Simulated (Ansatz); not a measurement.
**HBS (hydrogen boron sulfide): levels of theory compared**

Aim: a comparison of 6 runs (B3LYP/6-31G*, B3LYP/def2-TZVPPD, wB97M-V/def2-TZVPPD, wB97X/def2-TZVPPD, CCSD/def2-TZVPPD) of HBS (hydrogen boron sulfide). 

Program for the calculation: Ansatz 0.2.0.

56 further runs of the same task are left out: 3 that didn't finish, 53 set aside as unsound or not needed.

### 1 The molecule

HBS: 3 atoms, total charge 0, spin state singlet. SMILES: `B=S`. One bond was lengthened or shortened from a relaxed shape.

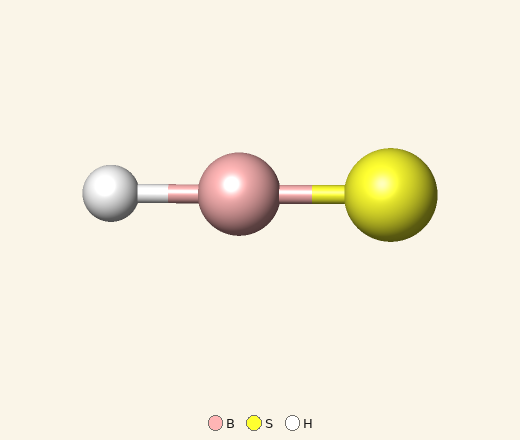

Viewed from a chosen angle; boron pink, sulfur yellow, hydrogen white.

### 2 A single-point energy at B3LYP/6-31G(d) (spherical functions) (run 1)

The input, run.yaml:

```yaml
crystal:
  periodic: [false, false, false]
  atoms:
    - {symbol: B, position_ang: [0.009618, 0.003218, -0.033820]}
    - {symbol: S, position_ang: [0.447448, 0.165418, -1.561860]}
    - {symbol: H, position_ang: [-0.360510, -0.133080, 1.258530]}
basis:
  gaussian:
    orbitals: 6-31G_st_-spherical.json
hamiltonian:
  xc: {name: B3LYP}
accuracy: high
output: {orbitals: {seedname: orbitals}}
```

The basis set 6-31G* is read from a file made from the Basis Set Exchange's data (not shown).

Command:

```bash
$ ansatz run run.yaml --threads 1 --pin off --max-ram 3480MiB --events-out events.jsonl --progress --plain --runs-dir runs
```

The program printed:

```text
Warning: RAYON_NUM_THREADS=1 ignored (pool sized by the plan → 1); use --threads N
Functional definition: B3LYP
  name "B3LYP"
  parameter a0 = 0.2
  parameter ax = 0.72
  parameter ac = 0.81
  exchange = (1 - a0 - ax)*slater_x + ax*b88_x + a0*exact_x
  correlation = (1 - ac)*vwn_rpa_c + ac*lyp_c
632 factors; integrals over basis functions are off by at most 3.1e-9 eV
mean field evaluation 1: about -11527.1393 eV, gradient 1.4e1 eV
mean field evaluation 2: about -11527.0344 eV, gradient 1.5e1 eV
mean field evaluation 4: about -11527.7925 eV, gradient 7.2e-1 eV
mean field evaluation 8: about -11527.7932 eV, gradient 4.9e-3 eV
mean field evaluation 16: about -11527.7932 eV, gradient 3.2e-7 eV
mean field -11527.79319031 eV, -423.6385859249 hartree, gradient 1.6e-8 eV, S^2 0.000000; 0 other end points of the search recorded, 0 dependent functions left out
reference -11527.79321821 eV, -423.6385869505 hartree; 11, 11 occupied and 23, 23 virtual orbitals, 632 factors
Total energy: -11527.79321821 eV, -423.6385869505 hartree
```

Wall time 1.2 s (1 thread of Arm Neoverse V1, shared host).

### 3 The energy at B3LYP/6-31G(d) (Cartesian functions) (run 2)

The input, input.yaml:

```yaml
basis:
  gaussian:
    orbitals: "6-31G*"
crystal:
  periodic: [false, false, false]
  atoms:
    - symbol: B
      position_ang: [0.009618, 0.003218, -0.033820]
    - symbol: S
      position_ang: [0.447448, 0.165418, -1.561860]
    - symbol: H
      position_ang: [-0.360510, -0.133080, 1.258530]
total_charge: 0
hamiltonian:
  xc: {name: B3LYP}
accuracy: high
output:
  orbitals: {seedname: orbitals}
```

Command:

```bash
$ ansatz run input.yaml --threads 1 --pin off --max-ram 3480MiB --events-out events.jsonl --progress --plain --runs-dir runs
```

The program printed:

```text
Warning: RAYON_NUM_THREADS=1 ignored (pool sized by the plan → 1); use --threads N
[... 7 set-up lines as earlier in the session ...]
629 factors; integrals over basis functions are off by at most 3.6e-9 eV
mean field evaluation 1: about -11527.2292 eV, gradient 1.4e1 eV
mean field evaluation 2: about -11527.1136 eV, gradient 1.6e1 eV
mean field evaluation 4: about -11527.8830 eV, gradient 8.2e-1 eV
mean field evaluation 8: about -11527.8844 eV, gradient 1.3e-3 eV
mean field evaluation 16: about -11527.8844 eV, gradient 3.6e-9 eV
mean field -11527.88442496 eV, -423.6419387364 hartree, gradient 3.1e-8 eV, S^2 0.000000; 0 other end points of the search recorded, 0 dependent functions left out
reference -11527.88445287 eV, -423.6419397621 hartree; 11, 11 occupied and 25, 25 virtual orbitals, 629 factors
Total energy: -11527.88445287 eV, -423.6419397621 hartree
```

Wall time 1.1 s (1 thread of Arm Neoverse V1, shared host).

### 4 The energy at B3LYP/def2-TZVPPD (run 3)

The input, molecule.yaml:

```yaml
crystal:
  periodic: [false, false, false]
  atoms:
    - {symbol: B, position_ang: [0.009618, 0.003218, -0.033820]}
    - {symbol: S, position_ang: [0.447448, 0.165418, -1.561860]}
    - {symbol: H, position_ang: [-0.360510, -0.133080, 1.258530]}
basis:
  gaussian: {orbitals: def2-TZVPPD.json}
hamiltonian: {xc: {name: B3LYP}}
accuracy: high
output: {orbitals: {seedname: orbitals}}
```

The basis set def2-TZVPPD is read from a file made from the Basis Set Exchange's data (not shown).

Command:

```bash
$ ansatz run molecule.yaml --threads 1 --pin off --max-ram 3480MiB --events-out events.jsonl --progress --plain --runs-dir runs
```

The program printed:

```text
Warning: RAYON_NUM_THREADS=1 ignored (pool sized by the plan → 1); use --threads N
[... 7 set-up lines as earlier in the session ...]
1409 factors; integrals over basis functions are off by at most 3.7e-9 eV
mean field evaluation 1: about -11527.7279 eV, gradient 2.2e1 eV
mean field evaluation 2: about -11527.5527 eV, gradient 2.3e1 eV
mean field evaluation 4: about -11528.9784 eV, gradient 1.2e0 eV
mean field evaluation 8: about -11528.9809 eV, gradient 7.0e-3 eV
mean field evaluation 16: about -11528.9809 eV, gradient 4.5e-8 eV
mean field -11528.98088713 eV, -423.6822329782 hartree, gradient 4.5e-8 eV, S^2 0.000000; 0 other end points of the search recorded, 0 dependent functions left out
reference -11528.98091956 eV, -423.6822341697 hartree; 11, 11 occupied and 94, 94 virtual orbitals, 1409 factors
Total energy: -11528.98091956 eV, -423.6822341697 hartree
```

Run time: 4.2 s. Hardware: 1 thread of Arm Neoverse V1, shared host; peak memory 0.21 GiB.

Runs 4 to 5 aren't shown in full; the table further down has their settings and results.

### 5 A single-point energy at CCSD/def2-TZVPPD (run 6)

The input, in.yaml:

```yaml
crystal:
  periodic: [false, false, false]
  atoms:
    - {symbol: B, position_ang: [0.009618, 0.003218, -0.033820]}
    - {symbol: S, position_ang: [0.447448, 0.165418, -1.561860]}
    - {symbol: H, position_ang: [-0.360510, -0.133080, 1.258530]}
basis:
  gaussian:
    orbitals: def2-TZVPPD.json
accuracy: high
scf:
  omitted_lower_state_checks: [cluster_reference, increment]
correlation:
  method: ccsd
  frozen_orbitals: {B: 1, H: 0, S: 5}
```

The basis set def2-TZVPPD is read from a file made from the Basis Set Exchange's data (not shown).

Command:

```bash
$ ansatz run in.yaml --threads 1 --pin off --max-ram 3480MiB --events-out events.jsonl --progress --plain --runs-dir runs
```

The program printed:

```text
Warning: RAYON_NUM_THREADS=1 ignored (pool sized by the plan → 1); use --threads N
Functional definition: HF
  name "HF"
  exchange = exact_x
  correlation = 0
these checks for a lower state are left out or cut short: cluster_reference, increment
1409 factors; integrals over basis functions are off by at most 3.7e-9 eV
mean field evaluation 1: about -11504.4426 eV, gradient 1.6e1 eV
mean field evaluation 2: about -11504.4436 eV, gradient 1.6e1 eV
mean field evaluation 4: about -11505.4105 eV, gradient 2.1e0 eV
mean field evaluation 8: about -11505.4311 eV, gradient 1.2e-4 eV
mean field -11505.43113152 eV, -422.8167954221 hartree, gradient 2.1e-8 eV, S^2 0.000000; 0 other end points of the search recorded, 0 dependent functions left out
6 core orbitals not correlated: weight in the atoms' cores, before any rotation towards them, 1.000 or more for the frozen orbitals, at most 0.000 for the correlated occupied ones
reference -11505.43113152 eV, -422.8167954221 hartree; 5, 5 occupied and 94, 94 virtual orbitals, 1409 factors
second order -7.19615698 eV of doubles, -0.00000000 eV of singles
cycle   1  -7.47226522 eV  change   -2.8e-1 eV  update   8.3e-2
cycle   2  -7.70624532 eV  change   -2.3e-1 eV  update   2.7e-2
cycle   3  -7.78087632 eV  change   -7.5e-2 eV  update   1.6e-2
cycle   4  -7.77459696 eV  change    6.3e-3 eV  update   4.1e-3
cycle   5  -7.77466945 eV  change   -7.2e-5 eV  update   1.5e-3
cycle   6  -7.77458327 eV  change    8.6e-5 eV  update   3.6e-4
cycle   7  -7.77456559 eV  change    1.8e-5 eV  update   8.6e-5
cycle   8  -7.77459133 eV  change   -2.6e-5 eV  update   3.4e-5
cycle   9  -7.77458913 eV  change    2.2e-6 eV  update   8.9e-6
cycle  10  -7.77458590 eV  change    3.2e-6 eV  update   2.7e-6
cycle  11  -7.77458685 eV  change   -9.5e-7 eV  update   8.0e-7
cycle  12  -7.77458715 eV  change   -3.0e-7 eV  update   2.3e-7
cycle  13  -7.77458742 eV  change   -2.7e-7 eV  update   8.5e-8
cycle  14  -7.77458743 eV  change   -1.2e-8 eV  update   3.3e-8
cycle  15  -7.77458743 eV  change    1.5e-9 eV  update   2.1e-8
cycle  16  -7.77458766 eV  change   -2.3e-7 eV  update   1.1e-7
cycle  17  -7.77458768 eV  change   -2.0e-8 eV  update   2.6e-8
cycle  18  -7.77458769 eV  change   -1.3e-8 eV  update   7.5e-9
cycle  19  -7.77458769 eV  change    1.0e-9 eV  update   2.5e-9
cycle  20  -7.77458769 eV  change   7.0e-10 eV  update   1.2e-9
Total energy: -11513.20571921 eV, -423.1025062498 hartree
Checks for a lower state left out: cluster_reference, increment
```

Run time: 5.4 s. Hardware: 1 thread of Arm Neoverse V1, shared host; peak memory 0.56 GiB.

### 6 The series

```csv
run,level,Cartesian functions,frozen core orbitals,energy (Eh),HOMO energy (eV),LUMO energy (eV),HOMO–LUMO gap (eV),wall time
1,B3LYP/6-31G* (spherical functions),no,–,-423.638587,-8.21,-1.11,7.10,1.2 s
2,B3LYP/6-31G* (Cartesian functions),yes,–,-423.641940,-8.21,-1.11,7.10,1.1 s
3,B3LYP/def2-TZVPPD,no,–,-423.682234,-8.32,-1.47,6.85,4.2 s
4,wB97M-V/def2-TZVPPD,no,–,-423.624164,-10.74,0.66,11.40,27 s
5,wB97X/def2-TZVPPD,no,–,-423.644853,-10.90,0.88,11.79,13 s
6,CCSD/def2-TZVPPD,no,6,-423.102506,–,–,–,5.4 s
```

### 7 Summary of results

| quantity | value |
| --- | --- |
| run 6: total energy | -423.10251 Eh |
| run 6: correlation energy (6 core orbitals frozen) | -285.7 mEh |
| run 6: T1 diagnostic | 0.019 |

**Reading.** Over runs 1, 2, 3, 4, 5 the HOMO–LUMO gap runs from 6.85 eV (B3LYP/def2-TZVPPD) to 11.79 eV (wB97X/def2-TZVPPD). Totals of different functionals can't be ranked against each other. All runs together took 53 s, the longest 27 s.
